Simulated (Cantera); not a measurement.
A closed system holds: 1 mol MgO, 11 mol CO, held at 0.133 bar.

Equilibrium computed with Cantera from the NASA thermochemical tables; the gas is ideal and each condensed phase is pure. Candidate condensed phases: C, Mg, MgCO₃, MgO; 15 gas species. The numbers say what is thermodynamically allowed, not how fast it happens.

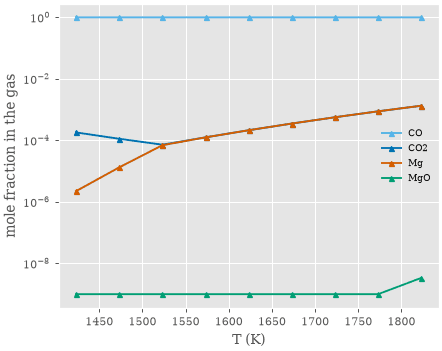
Figure. Equilibrium gas composition (values under 1e-9 drawn at 1e-9)

At 1423 K the condensed part is C(graphite) + MgO(s). From 1473 K to 1823 K the condensed part is MgO(s). The main Mg-bearing gas is Mg throughout.
